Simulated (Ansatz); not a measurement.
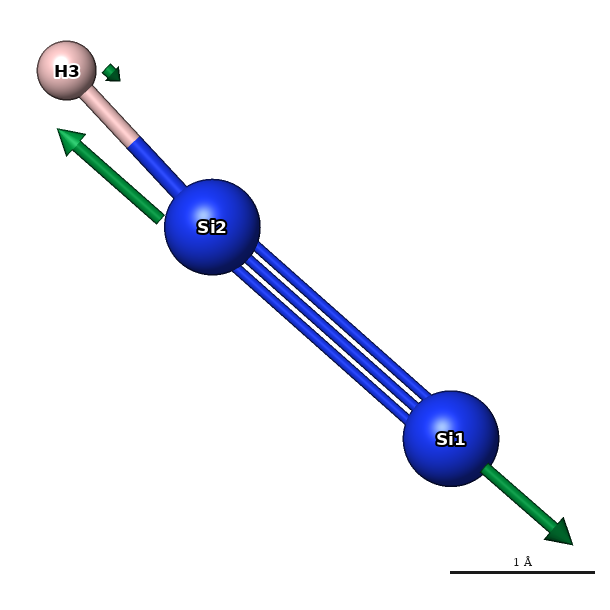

Arrows show the forces on the atoms, 0.9 Å of arrow for 1 eV/Å; forces under a tenth of the largest aren't drawn. The species has charge +1 and is a spin singlet. Level of theory: RHF-CCSD(T) (frozen core)/def2-TZVPP (Ansatz 0.2.0).

> On which atom is the force largest, and how large is it?

On Si2: 1.08 eV/Å.

> Which bond do the forces act along most?

Si1–Si2, now 2.226 Å: the forces push its atoms apart, so a first step downhill lengthens it.

List the force components in the frame of the picture (x right, y up, z towards the viewer), in eV/Å.

| atom | Fx | Fy | Fz |
| --- | --- | --- | --- |
| Si1 | 0.69 | −0.61 | −0.01 |
| Si2 | −0.81 | 0.71 | 0.02 |
| H3 | 0.11 | −0.11 | 0.00 |
